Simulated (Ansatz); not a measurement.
```yaml
atoms:
  - { symbol: Ge, position_ang: [0.4797, -0.0089, 0.1074] }
  - { symbol: Ge, position_ang: [0.3635, -0.0391, 2.5367] }
  - { symbol: H, position_ang: [-0.9264, -0.7080, 3.0239] }
  - { symbol: H, position_ang: [1.5518, -0.8205, 3.1116] }
  - { symbol: H, position_ang: [0.4101, 1.3870, 3.0971] }
  - { symbol: H, position_ang: [1.9499, -0.0036, -0.3335] }
  - { symbol: H, position_ang: [-0.2033, 1.2336, -0.4652] }
  - { symbol: H, position_ang: [-0.1867, -1.2599, -0.4772] }
  - { symbol: S, position_ang: [-3.4830, 0.3244, 0.8159] }
  - { symbol: H, position_ang: [-3.4738, -0.9469, 0.3918] }
  - { symbol: H, position_ang: [-3.6139, -0.0309, 2.1014] }
```

Theory: Ansatz, RKS BHLYP/def2-SVP.

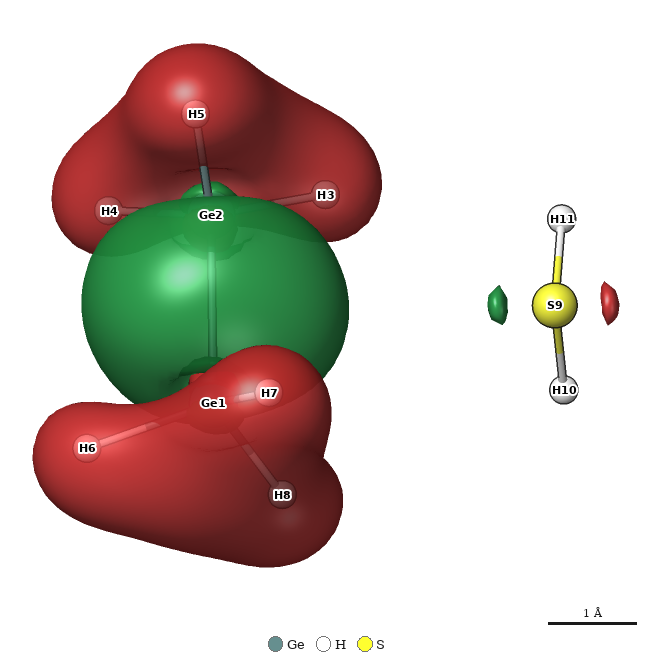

Ge2H6···H2S. The HOMO−1 at ±0.08 Å⁻³ᐟ² (green and red are the two phases), seen at a tilt.

Q: Describe this orbital and give its energy.

A: By Hirshfeld shares it lies mainly on Ge2 (about 35 %) and Ge1 (about 35 %). Its energy is −9.03 eV.
